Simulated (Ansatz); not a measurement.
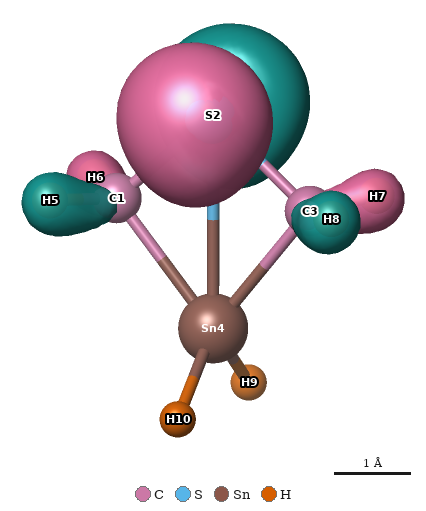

Figure 1: C$_{2}$H$_{6}$SSn. One frontier orbital at ±0.15 Å⁻³ᐟ² (teal and pink are the two phases), seen at a tilt.

Geometry: PBE0-D4/def2-TZVP; core potentials replace the inner electrons of Sn.

Level of theory: RKS PBE0-D4/def2-TZVPP (Ansatz).

Input file:

```
crystal:
  periodic: [false, false, false]
  atoms:
    - {symbol: C, position_ang: [-1.085005, 0.777274, -0.589324]}
    - {symbol: S, position_ang: [-1.313470, -1.027722, -0.516106]}
    - {symbol: C, position_ang: [0.282438, -1.422514, 0.266702]}
    - {symbol: Sn, position_ang: [0.861547, 0.656173, 0.336675]}
    - {symbol: H, position_ang: [-1.084518, 1.147233, -1.614517]}
    - {symbol: H, position_ang: [-1.839153, 1.307774, -0.008215]}
    - {symbol: H, position_ang: [0.153343, -1.897530, 1.239097]}
    - {symbol: H, position_ang: [0.904286, -2.052135, -0.369516]}
    - {symbol: H, position_ang: [1.008738, 1.352226, 1.890280]}
    - {symbol: H, position_ang: [2.194792, 1.108022, -0.631976]}
basis:
  gaussian: {orbitals: def2-TZVPP}
hamiltonian: {xc: pbe0, dispersion: d4}
output: {orbitals: {seedname: orbitals}}
```

Run with:

```sh
ansatz run in.yaml --threads 4 --pin off --events-out ev --progress --plain --max-ram 10444MiB
```

Q: Which orbital is it: HOMO or LUMO?

A: The HOMO, at −6.30 eV. By Hirshfeld shares it lies mainly on S2 (about 75 %), C1 (about 5 %) and C3 (about 5 %); largely a lone pair of S2.
